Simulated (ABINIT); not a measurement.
# A GW chain in ABINIT: LiF (Griceite), part 2 of 2

Wanted: ground state, empty states, screening and self-energy for LiF (Griceite).

ABINIT 10.8.3; LDA and many-body steps on it, plane waves. Known limits of the many-body steps: not at the basis limit.

So far. Step 2 (Ground state): The gap is direct, at Γ. Step 3 (Bands along the symmetry lines): The gap is 8.863 eV, −0.001 eV from the run before at this level.

## Step 4: Empty states on the mesh, 6×6×6 mesh, 28 bands

Level of this step: DFT, LDA, plane waves, norm-conserving pseudopotentials (ABINIT).

The sums over transitions need many empty states on a uniform mesh; this step solves for them.

File run.abi:

```
acell 3*1.0 Angstrom
rprim 
  0.000000000000 2.014000000000 2.014000000000
  2.014000000000 0.000000000000 2.014000000000
  2.014000000000 2.014000000000 -0.000000000000
ntypat 2
znucl 3 9
natom 2
typat 1 2
xred 
  0.000000000000 0.000000000000 0.000000000000
  0.500000000000 0.500000000000 0.500000000000
pp_dirpath "pseudos"
pseudos "Li.upf, F.upf"
ecut 36
ngkpt 6 6 6
nshiftk 1
shiftk 0 0 0
kptopt 1
chksymbreak 0
iscf -2
irdden 1
istwfk *1
nband 28
nbdbuf 4
tolwfr 1e-09
nstep 60
prtvol 0
indata_prefix "in"
outdata_prefix "out"
tmpdata_prefix "tmp"
```

On the command line:

```sh
OMP_NUM_THREADS=1 mpirun -n 4 abinit run.abi > log
```

Numbers of over 12 decimals in the logs are rounded to 6 here.

What it wrote:

```text
.Version 10.8.3 of ABINIT. v10.8.2 released Aug 2026.

 Symmetries : space group Fm -3 m (#225); Bravais cF (face-center cubic)
[... echo of the input left out ...]
== DATASET  1 ==================================================================
-   mpi_nproc: 4, omp_nthreads: 1 (-1 if OMP is not activated)

--- !DatasetInfo
iteration_state: {dtset: 1, }
dimensions: {natom: 2, nkpt: 16, mband: 28, nsppol: 1, nspinor: 1, nspden: 1, mpw: 1158, }
cutoff_energies: {ecut:  36.0, pawecutdg:  -1.0, }
electrons: {nelect:   1.00000000E+01, charge:   0.00000000E+00, occopt:   1.00000000E+00, tsmear:   1.00000000E-02, }

 Real(R)+Recip(G) space primitive vectors, cartesian coordinates (Bohr,Bohr^-1):
 R(1)=  0.0000000  3.8059084  3.8059084  G(1)= -0.1313747  0.1313747  0.1313747
 R(2)=  3.8059084  0.0000000  3.8059084  G(2)=  0.1313747 -0.1313747  0.1313747
 R(3)=  3.8059084  3.8059084  0.0000000  G(3)=  0.1313747  0.1313747 -0.1313747
 Unit cell volume ucvol=  1.1025670E+02 bohr^3
 Angles (23,13,12)=  6.00000000E+01  6.00000000E+01  6.00000000E+01 degrees

 getcut: wavevector=  0.0000  0.0000  0.0000  ngfft=  30  30  30
         ecut(hartree)=     36.000   => boxcut(ratio)=   2.06592

--- Pseudopotential description ------------------------------------------------
- Li Generated using ONCVPSP code by D. R. Hamann
-  3.00000   3.00000  180309                  znucl, zion, pspdat
12 -1012 1 -1 1944                            pspcod,pspxc,lmax,lloc,mmax
     nproj     2     2     0
  pspatm : epsatm=    2.61415252
         --- l  ekb(1:nproj) -->
             0   -4.854561   -1.448487
             1   -2.179236   -0.444438
 pspatm: atomic psp has been read  and splines computed

- F Generated using ONCVPSP code by D. R. Hamann
-  9.00000   7.00000  201202                  znucl, zion, pspdat
12 -1012 2 -1 824                             pspcod,pspxc,lmax,lloc,mmax
     nproj     2     2     1
  pspatm : epsatm=    4.94580260
         --- l  ekb(1:nproj) -->
             0    6.487052    1.061847
[...]
2   -2.364936
 pspatm: atomic psp has been read  and splines computed

--------------------------------------------------------------------------------

================================================================================
 prteigrs : about to open file out_EIG
 Non-SCF case, kpt    1 (  0.00000  0.00000  0.00000), residuals and eigenvalues=
  7.75E-11  9.91E-10  1.14E-10  1.14E-10  2.00E-10  1.14E-10  8.12E-11  5.36E-10
  8.38E-10  8.38E-11  1.48E-10  2.31E-10  1.35E-10  9.52E-11  2.84E-10  1.11E-10
  3.92E-10  4.98E-10  2.60E-10  3.31E-10  4.10E-10  7.18E-10  5.30E-10  9.31E-10
  2.42E-09  4.59E-07  3.14E-07  4.69E-07
 -1.5084E+00 -7.6724E-01 -5.0181E-02 -5.0181E-02 -5.0181E-02  2.7557E-01
  8.1338E-01  8.1338E-01  8.1338E-01  8.3141E-01  8.3141E-01  8.3141E-01
  9.3882E-01  1.0968E+00  1.0968E+00  1.5889E+00  1.5889E+00  1.5889E+00
  1.7302E+00  2.3315E+00  2.3315E+00  2.3315E+00  2.4306E+00  2.4580E+00
  2.4580E+00  2.4898E+00  2.4898E+00  2.4898E+00
 prteigrs : prtvol=0 or 1, do not print more k-points.

--- !ResultsGS
iteration_state: {dtset: 1, }
comment   : Summary of ground state results
lattice_vectors:
- [  0.0000000,   3.8059084,   3.8059084, ]
- [  3.8059084,   0.0000000,   3.8059084, ]
- [  3.8059084,   3.8059084,  -0.0000000, ]
lattice_lengths: [   5.38237,    5.38237,    5.38237, ]
lattice_angles: [ 60.000,  60.000,  60.000, ] # degrees, (23, 13, 12)
lattice_volume:   1.1025670E+02
convergence: {deltae:  0.000E+00, res2:  0.000E+00, residm:  9.956E-10, diffor:  0.000E+00, }
etotal    :  -3.18299821E+01
entropy   :   0.00000000E+00
fermie    :  -5.01817454E-02
cartesian_stress_tensor: null
pressure_GPa: null
xred      :
- [  0.0000E+00,   0.0000E+00,   0.0000E+00, Li]
- [  5.0000E-01,   5.0000E-01,   5.0000E-01,  F]
cartesian_forces: null
force_length_stats: {min: null, max: null, mean: null, }

 Integrated electronic density in atomic spheres:
 ------------------------------------------------
 Atom  Sphere_radius  Integrated_density
[...]
================================================================================

 ----iterations are completed or convergence reached----

 Mean square residual over all n,k,spin=   30.368E-11; max=  99.563E-11
 reduced coordinates (array xred) for    2 atoms
       0.000000000000      0.000000000000      0.000000000000
       0.500000000000      0.500000000000      0.500000000000

 cartesian coordinates (angstrom) at end:
    1      0.000000     0.000000     0.000000
    2      2.014000     2.014000     2.014000
 length scales=  1.889726125908  1.889726125908  1.889726125908 bohr
              =  1.000000000000  1.000000000000  1.000000000000 angstroms
 prteigrs : about to open file out_EIG
 Eigenvalues (hartree) for nkpt=  16  k points:
 kpt#   1, nband= 28, wtk=  0.00463, kpt=  0.0000  0.0000  0.0000 (reduced coord)
  -1.50840   -0.76724   -0.05018   -0.05018   -0.05018    0.27557    0.81338    0.81338
   0.81338    0.83141    0.83141    0.83141    0.93882    1.09677    1.09677    1.58893
   1.58893    1.58893    1.73022    2.33150    2.33150    2.33150    2.43061    2.45802
   2.45802    2.48983    2.48983    2.48983
 prteigrs : prtvol=0 or 1, do not print more k-points.

== END DATASET(S) ==============================================================
================================================================================

 -outvars: echo values of variables after computation  --------
            nband          28
             nkpt          16
          spgroup         225
 [... the other variables as echoed above ...]

 Calculation completed.
```

Wall time 2.9 s (4 MPI ranks of Arm Neoverse V2, shared host); peak memory 0.07 GiB.

This step gave:

- gap: 8.864 eV
- k of the valence top: 0, 0, 0
- k of the conduction bottom: 0, 0, 0
- least direct gap: 8.864 eV
- k points computed: 16
- lowest point of the top converged band, above the valence top: 57.3349 eV

On this mesh the gap is 8.864 eV.

## Step 5: Screening, 6×6×6 mesh, 24 bands, screening to 130.6 eV

The RPA dielectric matrix is built and inverted for each q.

This step: RPA screening on LDA, plane waves, norm-conserving pseudopotentials.

run.abi, as its differences from that of step 4:

```diff
@@ -20,10 +20,11 @@
 chksymbreak 0
-iscf -2
-irdden 1
 istwfk *1
-nband 28
-nbdbuf 4
-tolwfr 1e-09
-nstep 60
-prtvol 0
+occopt 1
+irdwfk 1
+optdriver 3
+nband 24
+ecuteps 4.8
+inclvkb 2
+awtr 1
+symchi 1
 indata_prefix "in"
```

What it wrote:

```text
.Version 10.8.3 of ABINIT. v10.8.2 released Aug 2026.

 Symmetries : space group Fm -3 m (#225); Bravais cF (face-center cubic)
[... echo of the input left out ...]
== DATASET  1 ==================================================================
-   mpi_nproc: 4, omp_nthreads: 1 (-1 if OMP is not activated)

--- !DatasetInfo
iteration_state: {dtset: 1, }
dimensions: {natom: 2, nkpt: 16, mband: 24, nsppol: 1, nspinor: 1, nspden: 1, mpw: 1158, }
cutoff_energies: {ecut:  36.0, pawecutdg:  -1.0, }
electrons: {nelect:   1.00000000E+01, charge:   0.00000000E+00, occopt:   1.00000000E+00, tsmear:   1.00000000E-02, }

 SCREENING: Calculation of the susceptibility and dielectric matrices

 Based on a program developped by R.W. Godby, V. Olevano, G. Onida, and L. Reining.
 Incorporated in ABINIT by V. Olevano, G.-M. Rignanese, and M. Torrent.
.Using double precision arithmetic ; gwpc =  8

[... cell and pseudopotentials left out ...]
--------------------------------------------------------------------------------

 ==== K-mesh for the wavefunctions ====
 Number of points in the irreducible wedge :    16
[... list of points left out ...]
 Together with 48 symmetry operations and time-reversal symmetry
 yields   216 points in the full Brillouin Zone.

 ==== Q-mesh for the screening function ====
 Number of points in the irreducible wedge :    16
[... list of points left out ...]
 Together with 48 symmetry operations and time-reversal symmetry
 yields   216 points in the full Brillouin Zone.

 setmesh: FFT mesh size selected  =    20x   20x   20
          total number of points  =         8000

 vcoul_init : cutoff-mode = AUXILIARY_FUNCTION
 q-points for optical limit:   1
     1)      0.000010    0.000020    0.000030

- screening: taking advantage of time-reversal symmetry
- Maximum band index for partially occupied states nbvw = 5
- Remaining bands to be divided among processors   nbcw = 19
- Number of bands treated by each node ~4

 Number of electrons calculated from density =   10.0000; Expected =   10.0000
 average of density, n =  0.090697
 r_s =    1.3807
 omega_plasma =   29.0505 [eV]

 calculating chi0 at frequencies [eV] :
  1    0.000000E+00    0.000000E+00
  2    0.000000E+00    2.905047E+01

--------------------------------------------------------------------------------
  q-point number  1        q = ( 0.000000, 0.000000, 0.000000) [r.l.u.]
--------------------------------------------------------------------------------
[... chi0 elements left out ...]
 For q-point:  0.000010 0.000020 0.000030
  dielectric constant =   2.0209
  dielectric constant without local fields =   2.1131

  Average fulfillment of the sum rule on Im[epsilon] for q-point    1 :     35.98  [%]
[... wings left out ...]
  q-point number  2        q = ( 0.166667, 0.000000, 0.000000) [r.l.u.]
--------------------------------------------------------------------------------
[... chi0 elements left out ...]
  Average fulfillment of the sum rule on Im[epsilon] for q-point    2 :     63.66  [%]

 [... 14 further q-points ...]
```

The job ended after 3.7 s (4 MPI ranks; peak memory 0.36 GiB).

This step gave:

- ε∞ with local fields, on this mesh, along the program's q direction: 2.021
- the same without local fields: 2.113
- plasma frequency: 29.05 eV
- plane waves in the screening matrix: 59

Local fields lower ε∞ by 4 %.

## Step 6: Self-energy, 6×6×6 mesh, 24 bands, screening to 130.6 eV

The self-energy is evaluated for the states that the input lists, and the levels follow from it, in one-shot runs by the linearised quasiparticle equation.

This step: G0W0 on LDA, plane waves, norm-conserving pseudopotentials.

run.abi, as its differences from that of step 5:

```diff
@@ -23,8 +23,15 @@
 irdwfk 1
-optdriver 3
+optdriver 4
 nband 24
+gwcalctyp 0
+ecutsigx 36
+symsigma 1
+nkptgw 1
+kptgw 
+  0.0000000000 0.0000000000 0.0000000000
+bdgw 
+  3 9
 ecuteps 4.8
-inclvkb 2
-awtr 1
-symchi 1
+irdscr 1
+ppmodel 1
 indata_prefix "in"
```

What it wrote:

```text
.Version 10.8.3 of ABINIT. v10.8.2 released Aug 2026.

 Symmetries : space group Fm -3 m (#225); Bravais cF (face-center cubic)
[... echo of the input left out ...]
== DATASET  1 ==================================================================
-   mpi_nproc: 4, omp_nthreads: 1 (-1 if OMP is not activated)

--- !DatasetInfo
iteration_state: {dtset: 1, }
dimensions: {natom: 2, nkpt: 16, mband: 24, nsppol: 1, nspinor: 1, nspden: 1, mpw: 1158, }
cutoff_energies: {ecut:  36.0, pawecutdg:  -1.0, }
electrons: {nelect:   1.00000000E+01, charge:   0.00000000E+00, occopt:   1.00000000E+00, tsmear:   1.00000000E-02, }

 SIGMA: Calculation of the GW corrections

 Based on a program developped by R.W. Godby, V. Olevano, G. Onida, and L. Reining.
 Incorporated in ABINIT by V. Olevano, G.-M. Rignanese, and M. Torrent.
.Using double precision arithmetic ; gwpc =  8

[... cell and pseudopotentials left out ...]
--------------------------------------------------------------------------------

 ==== K-mesh for the wavefunctions ====
 Number of points in the irreducible wedge :    16
[... list of points left out ...]
 Together with 48 symmetry operations and time-reversal symmetry
 yields   216 points in the full Brillouin Zone.

 ==== Q-mesh for screening function ====
 Number of points in the irreducible wedge :    16
[... list of points left out ...]
 Together with 48 symmetry operations and time-reversal symmetry
 yields   216 points in the full Brillouin Zone.

 vcoul_init : cutoff-mode = AUXILIARY_FUNCTION
 q-points for optical limit:   1
     1)      0.000010    0.000020    0.000030
 setmesh: FFT mesh size selected  =    30x   30x   30
          total number of points  =        27000

 Number of electrons calculated from density =   10.0000; Expected =   10.0000
 average of density, n =  0.090697
 r_s =    1.3807
 omega_plasma =   29.0505 [eV]

 === KS Band Gaps ===
  >>>> For spin  1
   Minimum direct gap =   8.8641 [eV], located at k-point      :   0.0000  0.0000  0.0000
   Fundamental gap    =   8.8641 [eV], Top of valence bands at :   0.0000  0.0000  0.0000
                                       Bottom of conduction at :   0.0000  0.0000  0.0000
 SIGMA fundamental parameters:
 PLASMON POLE MODEL  1
 number of plane-waves for SigmaX                 1139
 number of plane-waves for SigmaC and W             59
 number of plane-waves for wavefunctions          1139
 number of bands                                    24
 number of independent spin polarizations            1
 number of spinorial components                      1
 number of k-points in IBZ                          16
 number of q-points in IBZ                          16
 number of symmetry operations                      48
 number of k-points in BZ                          216
 number of q-points in BZ                          216
 number of frequencies for dSigma/dE                 9
 frequency step for dSigma/dE [eV]                0.25
 number of omega for Sigma on real axis              0
 max omega for Sigma on real axis  [eV]           0.00
 zcut for avoiding poles [eV]                     0.10

 EPSILON^-1 parameters (SCR file):
 dimension of the eps^-1 matrix on file             59
 dimension of the eps^-1 matrix used                59
 number of plane-waves for wavefunctions          1139
 number of bands                                    24
 number of q-points in IBZ                          16
 number of frequencies                               2
 number of real frequencies                          1
 number of imag frequencies                          1

 matrix elements of self-energy operator (all in [eV])

 Perturbative Calculation

--- !SelfEnergy_ee
iteration_state: {dtset: 1, }
kpoint     : [   0.000,    0.000,    0.000, ]
spin       : 1
KS_gap     :    8.864
QP_gap     :   13.529
Delta_QP_KS:    4.665
data: !SigmaeeData |
     Band     E0 <VxcDFT>   SigX SigC(E0)      Z dSigC/dE  Sig(E)    E-E0       E
        3  -1.366 -22.703 -30.606   4.948   0.827  -0.209 -25.147  -2.444  -3.809
        4  -1.366 -22.703 -30.606   4.948   0.827  -0.209 -25.147  -2.444  -3.809
        5  -1.366 -22.703 -30.606   4.948   0.827  -0.209 -25.147  -2.444  -3.809
        6   7.499 -12.219  -6.791  -2.931   0.890  -0.124  -9.997   2.222   9.720
        7  22.133 -10.804  -3.125  -3.776   0.881  -0.135  -7.365   3.440  25.573
        8  22.133 -10.804  -3.125  -3.776   0.881  -0.135  -7.365   3.440  25.573
        9  22.133 -10.804  -3.125  -3.776   0.881  -0.135  -7.365   3.440  25.573

== END DATASET(S) ==============================================================
================================================================================

 -outvars: echo values of variables after computation  --------
           etotal      0.0000000000E+00
            nband          24
             nkpt          16
          spgroup         225
 [... the other variables as echoed above ...]

 Calculation completed.
```

Run time: 1.7 s. Hardware: 4 MPI ranks; peak memory 0.12 GiB; 6.6 s of CPU time.

This step gave:

```yaml
g0w0_gap_on_the_points_computed: 13.53 eV
starting_gap_on_the_mesh: 8.864 eV
k_of_the_valence_top: 0, 0, 0
k_of_the_conduction_bottom: 0, 0, 0
z_at_the_valence_top: 0.827
z_at_the_conduction_bottom: 0.89
least_direct_g0w0_gap_on_the_computed_points: 13.53 eV
```

The gap on the mesh goes from 8.86 eV to 13.53 eV, a correction of +4.66 eV.

Limits: finite bands, cutoff and mesh. v1 is the top filled band, c1 the lowest empty one. The levels before and after the correction (eV, zero at the valence-band top of each column):

```
           conduction bottom  valence top
Kohn-Sham               8.86         0.00
     G0W0              13.53         0.00
```

```
             level  energy (eV)
Kohn-Sham  Γ v3-v1        0.000
Kohn-Sham     Γ c1        8.864
Kohn-Sham  Γ c2-c4       23.499
     G0W0  Γ v3-v1        0.000
     G0W0     Γ c1       13.529
     G0W0  Γ c2-c4       29.382
```

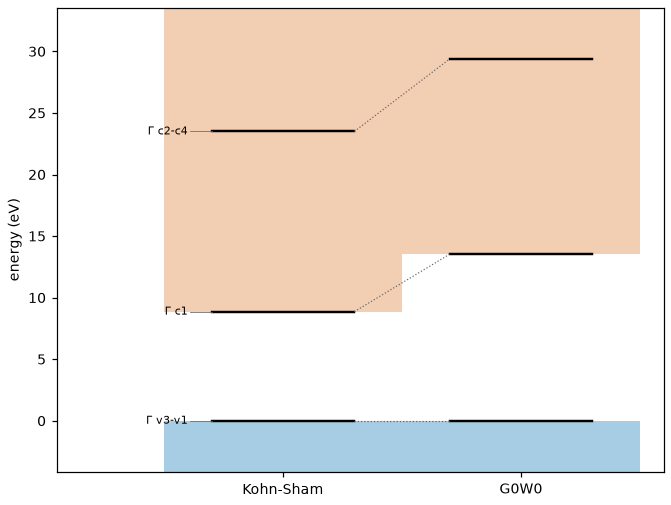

Levels before and after the correction. Shaded: valence and conduction bands.

## Step 7: Where the time went

Times are wall times on 4 MPI ranks of Arm Neoverse V2, shared host, good to a factor of about two.

```
                          step   time  share  memory (GiB)
                  ground state  3.3 s   23 %          0.24
bands along the symmetry lines  2.9 s   20 %          0.07
      empty states on the mesh  2.9 s   20 %          0.07
                     screening  3.7 s   26 %          0.36
                   self-energy  1.7 s   12 %          0.12
```

## Step 8: Outcome

| Quantity | Value |
| --- | --- |
| LDA gap | 8.86 eV, indirect (only 1 meV under the direct gap) |
| G0W0 gap on the mesh | 13.53 eV |
| GW settings | 6×6×6 mesh, 24 bands, screening to 130.6 eV, Godby-Needs plasmon pole |
| known limits | not at the basis limit |

What this shows: G0W0 moves the gap on the mesh from 8.86 eV to 13.53 eV (+4.66 eV), with Z of 0.83 and 0.89 at the edges. Local fields lower the RPA ε∞ on this mesh from 2.11 to 2.02. Only 1 of the mesh's irreducible points was corrected, so a valley elsewhere could overtake. Bands and cutoff are finite, so the gap is not at the basis limit. The miss can reach some tenths of an eV and take either sign; the mesh is an error of its own. In the G0W0 run levels were corrected at 1 k point alone, so a gap called «on the mesh» is the least over those, and an edge elsewhere would be missed.

[Paths, hosts, dates, memory and timing lines, banners, echoed tables and standing remarks are left out of the program output.]

[Logs are printed without paths, hosts, clocks, repeated set-up lines and the standing remarks that a program may print on its own settings, such as how far it seeks lower states.]

[Runs of the session that timed out or met a known fault of the program may be left out.]

[Hosts, paths, dates, database ids (printed as entryN), source tags and the programs' standing remarks are cut or masked in the printed files.]

[G0W0 gaps are taken among the corrected bands and points alone; a level outside them can change the order at an edge.]

[Where Ansatz stands beside ABINIT at settings called matched, ABINIT's density can come from a denser mesh and the files from another edition; pairs whose starting gaps differed by over 0.03 eV were left out, so agreement reads better than it is.]
